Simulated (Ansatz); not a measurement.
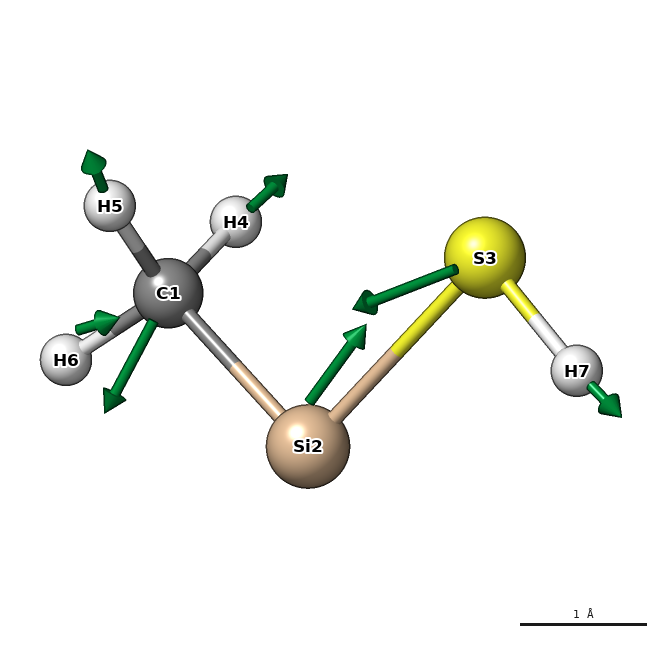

Arrows show the forces on the atoms, 0.9 Å of arrow for 1 eV/Å; forces under a tenth of the largest aren't drawn. Level of theory: PBE0-D4/def2-TZVPP (Ansatz 0.2.0).

Question: On which atom is the force largest, and how large is it?

Answer: On S3: 1.16 eV/Å.

Question: Which bond do the forces act along most?

Answer: Si2–S3, now 2.216 Å: the forces pull its atoms together, so a first step downhill shortens it.

List the force components in the frame of the picture (x right, y up, z towards the viewer), in eV/Å.

```tsv
atom	Fx	Fy	Fz
C1	−0.44	−0.83	−0.15
Si2	0.51	0.70	0.25
S3	−0.92	−0.36	−0.61
H4	0.34	0.31	−0.30
H5	−0.14	0.35	0.33
H6	0.38	0.11	0.24
H7	0.28	−0.29	0.24
```
